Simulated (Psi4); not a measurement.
# SnCl2 (SMILES [Cl][Sn][Cl]) at UM11-L/def2-SVPD (density fitting, core potential)

Aim: the energy change on altering one bond length of SnCl2 at UM11-L/def2-SVPD (density fitting, core potential), from 2 runs. 

The results are computed with Psi4 1.11.

4 further runs of the same task are left out: 1 that didn't finish, 3 set aside as unsound or not needed.

**1. The structure to begin with**

SnCl2 has 3 atoms, charge 0, and is taken as a singlet. As SMILES, `[Cl][Sn][Cl]`. Geometry: a GFN2-xTB relaxation, a rough one for these elements and not checked as a minimum.

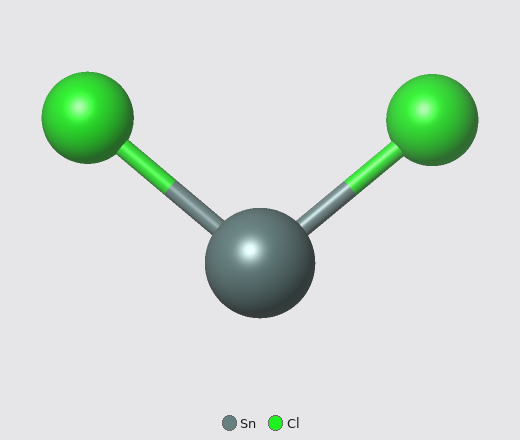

Viewed from a chosen angle; tin teal, chlorine green.

**2. Energy and one-electron properties at UM11-L/def2-SVPD (density fitting, core potential)**

job.json

```json
{
 "schema_name": "qcschema_input",
 "schema_version": 1,
 "molecule": {
  "schema_name": "qcschema_molecule",
  "schema_version": 2,
  "symbols": ["Sn", "Cl", "Cl"],
  "geometry": [0.00927856, -0.01353044, -1.93458822, 3.42531757, -0.03594259, 0.98458511, -3.43459613, 0.04947303, 0.95000312],
  "molecular_charge": 0,
  "molecular_multiplicity": 1,
  "fix_symmetry": "c1",
  "fix_com": true,
  "fix_orientation": true
 },
 "driver": "energy",
 "model": {
  "method": "m11-l",
  "basis": "def2-SVPD"
 },
 "keywords": {
  "reference": "uks",
  "scf_type": "df",
  "scf_properties": ["LOWDIN_CHARGES", "MULTIPOLE(3)", "MAYER_INDICES", "DIPOLE", "NO_OCCUPATIONS"]
 }
}
```

Command:

```
psi4 --qcschema job.json -n 1 --memory 1600MB
```

stdout:

```text
[...]
    !!!  WARNING: ECP capability is in beta. Please check occupations closely.  !!!
[...]
  Running in c1 symmetry.
[...]
  Nuclear repulsion =  208.601236724863782
[...]
  Multiplicity = 1
[...]
  Nalpha       = 28
  Nbeta        = 28
[...]
    Number of basis functions: 86
[...]
   @DF-UKS iter   1: -1134.57903641561006   -7.82197e-01   6.88671e-03 DIIS/ADIIS
[...]
   @DF-UKS iter   9: -1134.80470610890575   -2.83453e-08   6.02748e-07 DIIS
[...]
   @S^2 Observed:               -7.105427358E-14
[...]
    Orbital Energies [Eh]
    ---------------------
    Alpha Occupied:
       1A   -101.951826     2A   -101.951816     3A     -9.906100
       4A     -9.906080     5A     -7.215232     6A     -7.215212
       7A     -7.212379     8A     -7.212360     9A     -7.211259
      10A     -7.211240    11A     -5.292331    12A     -3.584826
      13A     -3.579187    14A     -3.574459    15A     -1.076208
      16A     -1.074603    17A     -1.070041    18A     -1.068992
      19A     -1.065452    20A     -0.807649    21A     -0.796635
      22A     -0.453542    23A     -0.358762    24A     -0.321960
      25A     -0.321476    26A     -0.307312    27A     -0.297258
      28A     -0.279214
    Alpha Virtual:
[...]
  @DF-UKS Final Energy: -1134.80470610890575
   => Energetics <=
    Nuclear Repulsion Energy =            208.6012367248637815
    One-Electron Energy =               -2063.7644128153160636
    Two-Electron Energy =                 795.3471646070154293
    DFT Exchange-Correlation Energy =     -74.9886946254688525
    Empirical Dispersion Energy =           0.0000000000000000
    VV10 Nonlocal Energy =                  0.0000000000000000
    Total Energy =                      -1134.8047061089057479
[...]
 Multipole Moments:
 ------------------------------------------------------------------------------------
     Multipole            Electronic (a.u.)      Nuclear  (a.u.)        Total (a.u.)
 ------------------------------------------------------------------------------------
 L = 1.  Multiply by 2.5417464519 to convert [e a0] to [Debye]
 Dipole X            :         -0.0414678            0.0463928            0.0049250
 Dipole Y            :          0.0592026           -0.0676522           -0.0084496
 Dipole Z            :          8.4640967           -9.6729409           -1.2088442
 Magnitude           :                                                    1.2088838
[...]
```

The result, in JSON:

```text
{
 "driver": "energy",
 "model": {
  "method": "m11-l",
  "basis": "def2-SVPD"
 },
 "success": true,
 "return_result": -1134.8047061089057,
 "properties": {
  "calcinfo_nbasis": 86,
  "calcinfo_nmo": 86,
  "calcinfo_nalpha": 28,
  "calcinfo_nbeta": 28,
  "calcinfo_natom": 3,
  "nuclear_repulsion_energy": 208.60123672486378,
  "return_energy": -1134.8047061089057,
  "scf_one_electron_energy": -2063.764412815316,
  "scf_two_electron_energy": 795.3471646070154,
  "scf_xc_energy": -74.98869462546885,
  "scf_dipole_moment": [0.004924983299376073, -0.008449556186232242, -1.208844208406198],
  "scf_total_energy": -1134.8047061089057,
  "scf_iterations": 9
 }
}
```

Run time: 5.4 s. Hardware: 1 thread of Intel Xeon 6975P-C (Granite Rapids), shared host; peak memory 0.56 GiB.

Atomic charges (e):

```csv
atom,Löwdin
Sn1,+0.745
Cl2,-0.373
Cl3,-0.372
```

**3. The distorted shape**

job.dat

```
memory 1.6 GB

molecule mol {
  0 1
  Sn    -1.260440     0.001142    -2.105044
  Cl     1.812600    -0.019020     0.521020
  Cl    -3.082860     0.034482    -0.578584
  symmetry c1
  no_reorient
  no_com
}

set globals {
  reference uks
  scf_type  df
  guess_mix true
}

e, wfn = energy("m11-l/def2-SVPD", return_wfn=True)
oeprop(wfn, "LOWDIN_CHARGES", "MULTIPOLE(3)", "MAYER_INDICES", "DIPOLE", "NO_OCCUPATIONS", title="M11-L")
```

Command:

```
psi4 -i job.dat -o job.out -n 1
```

job.out:

```text
[...]
    !!!  WARNING: ECP capability is in beta. Please check occupations closely.  !!!
[...]
  Running in c1 symmetry.
[...]
  Nuclear repulsion =  162.683326693655886
[...]
  Multiplicity = 1
[...]
  Nalpha       = 28
  Nbeta        = 28
[...]
    Number of basis functions: 86
[...]
   @DF-UKS iter   1: -1134.49943641747655   -9.13049e-01   6.36204e-03 ADIIS/DIIS
[...]
   @DF-UKS iter  52: -1134.70316241237492   -2.22244e-08   3.48647e-07 DIIS
[...]
   @S^2 Observed:                7.204791778E-06
[...]
    Orbital Energies [Eh]
    ---------------------
    Alpha Occupied:
       1A   -102.002839     2A   -101.872709     3A     -9.956176
       4A     -9.823606     5A     -7.265371     6A     -7.262226
       7A     -7.261788     8A     -7.132800     9A     -7.130241
      10A     -7.128769    11A     -5.350259    12A     -3.640642
      13A     -3.637886    14A     -3.633048    15A     -1.130680
      16A     -1.130213    17A     -1.126672    18A     -1.125480
      19A     -1.124035    20A     -0.848282    21A     -0.695715
      22A     -0.488232    23A     -0.362524    24A     -0.357163
      25A     -0.354508    26A     -0.230876    27A     -0.217075
      28A     -0.213367
    Alpha Virtual:
[...]
  @DF-UKS Final Energy: -1134.70316241237492
   => Energetics <=
    Nuclear Repulsion Energy =            162.6833266936558857
    One-Electron Energy =               -1971.4406251557093128
    Two-Electron Energy =                 748.9119226635889390
    DFT Exchange-Correlation Energy =     -74.8577866139104486
    Empirical Dispersion Energy =           0.0000000000000000
    VV10 Nonlocal Energy =                  0.0000000000000000
    Total Energy =                      -1134.7031624123749225
[...]
 Multipole Moments:
 ------------------------------------------------------------------------------------
     Multipole            Electronic (a.u.)      Nuclear  (a.u.)        Total (a.u.)
 ------------------------------------------------------------------------------------
 L = 1.  Multiply by 2.5417464519 to convert [e a0] to [Debye]
 Dipole X            :         90.7472092          -93.2090404           -2.4618312
 Dipole Y            :         -0.5343068            0.5441996            0.0098928
 Dipole Z            :         86.3574689          -89.3643094           -3.0068406
 Magnitude           :                                                    3.8861035
[...]
```

Wall time 17 s (1 thread of Intel Xeon 6975P-C (Granite Rapids), shared host); peak memory 0.54 GiB.

Atomic charges (e):

```csv
atom,Löwdin
Sn1,+0.901
Cl2,-0.552
Cl3,-0.348
```

**4. What came out**

At UM11-L/def2-SVPD (density fitting, core potential):

| quantity | value |
| --- | --- |
| first shape: total energy | -1134.80471 Eh |
| first shape: dipole moment | 3.07 D |
| first shape: HOMO energy | -7.60 eV |
| first shape: LUMO energy | -4.23 eV |
| first shape: HOMO–LUMO gap | 3.37 eV |
| distorted shape: total energy | -1134.70316 Eh |
| distorted shape: dipole moment | 9.88 D |
| distorted shape: HOMO energy | -5.81 eV |
| distorted shape: LUMO energy | -5.63 eV |
| distorted shape: HOMO–LUMO gap | 0.17 eV |
| energy change with the Sn1–Cl2 bond stretched from 2.378 to 4.042 Å | 2.763 eV |

With the Sn1–Cl2 bond stretched from 2.378 to 4.042 Å the energy rises by 2.76 eV (267 kJ/mol). The first shape isn't relaxed at this level, so the change isn't measured from a minimum.
